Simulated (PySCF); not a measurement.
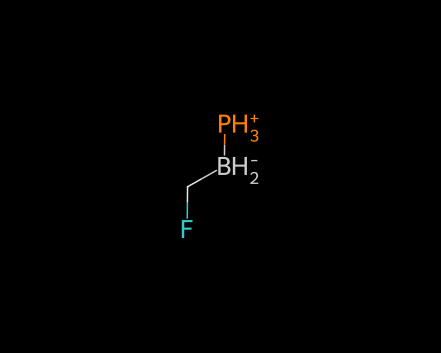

A structural formula.

Give its SMILES.

FC[BH2-][PH3+]

What is the molecular formula?

CH7BFP.

An optimisation with PBE0-D3(BJ)/def2-SVP gave a structure of which point group?

C1. Other conformers may differ.

More results for the same structure follow; atom numbers are the same in all pictures, views and colours differ. Computed geometry: PBE0-D3(BJ)/def2-SVP optimisation. No frequency run is at hand to confirm it as a minimum.

## Shape

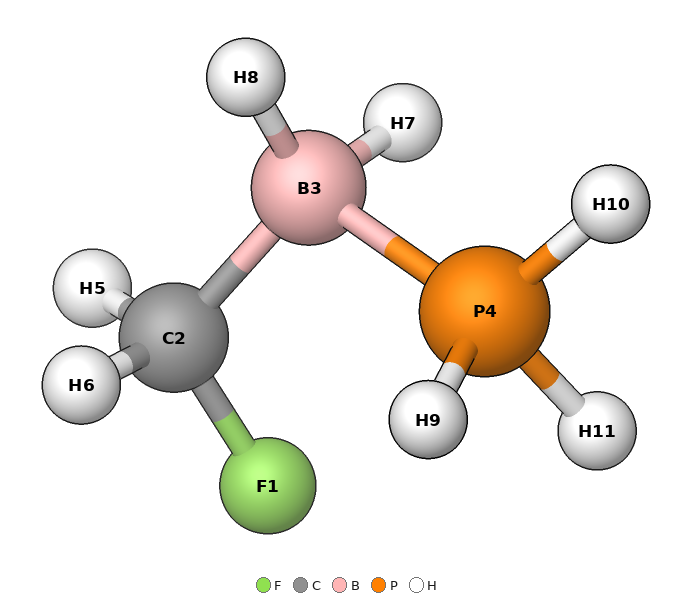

Atoms carry their numbers in the input. No frequency run is at hand to confirm it as a minimum.

Which atoms are bonded, and how long are the bonds?

```csv
bond,length (Å),order
F1–C2,1.402,single
C2–B3,1.609,single
C2–H5,1.104,single
C2–H6,1.105,single
B3–P4,1.943,single
B3–H7,1.224,single
B3–H8,1.222,single
P4–H9,1.418,single
P4–H10,1.414,single
P4–H11,1.413,single
```

## Dipole moment

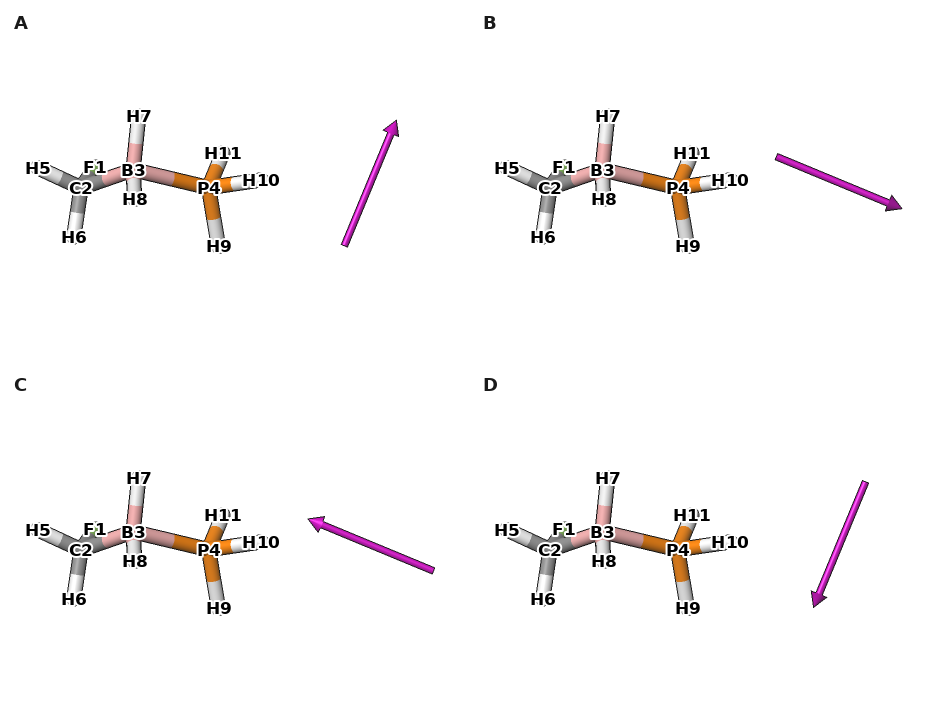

The same molecule four times, each with an arrow. No frequency run is at hand to confirm it as a minimum. Level of theory: mPW1PW91/pcSseg-2, gas phase (PySCF 2.14.0).

Which arrow points along the dipole moment, from the negative to the positive end?

B. The dipole moment is 3.55 D; it points from the side of H5 to the side of H10 (the outermost atoms at the two ends).

## NMR shielding

The questions are on isotropic NMR shieldings of the H atoms. No frequency run is at hand to confirm it as a minimum. Properties computed with GIAO B97-2/pcSseg-2 NMR shielding, non-relativistic, gas phase (PySCF 2.14.0).

Which H atom is the most shielded (lowest chemical shift)?

H8 (29.71 ppm).

Which H atom is the least shielded (highest chemical shift)?

H5 (26.66 ppm).

How wide is the range of H shifts?

3.05 ppm.

Give the isotropic NMR shieldings of the H atoms atom by atom.

```json
{"atom": "H5", "σ (ppm)": "26.66"}
{"atom": "H6", "σ (ppm)": "27.07"}
{"atom": "H7", "σ (ppm)": "29.37"}
{"atom": "H8", "σ (ppm)": "29.71"}
{"atom": "H9", "σ (ppm)": "27.22"}
{"atom": "H10", "σ (ppm)": "27.30"}
{"atom": "H11", "σ (ppm)": "26.93"}
```

## Charges

The questions are on Mulliken charges. No frequency run is at hand to confirm it as a minimum. Method: PBE0/STO-3G, gas phase (PySCF 2.14.0).

Which atom carries the highest charge (most positive or least negative)?

P4 (0.48 e).

And the lowest?

F1 (−0.16 e).

List the Mulliken charges.

```csv
atom,value (e)
F1,−0.16
C2,−0.14
B3,−0.09
P4,0.48
H5,0.06
H6,0.04
H7,−0.09
H8,−0.08
H9,−0.01
H10,−0.01
H11,0.00
```

Mulliken values depend strongly on the basis set and can even reverse the polarity of a bond.
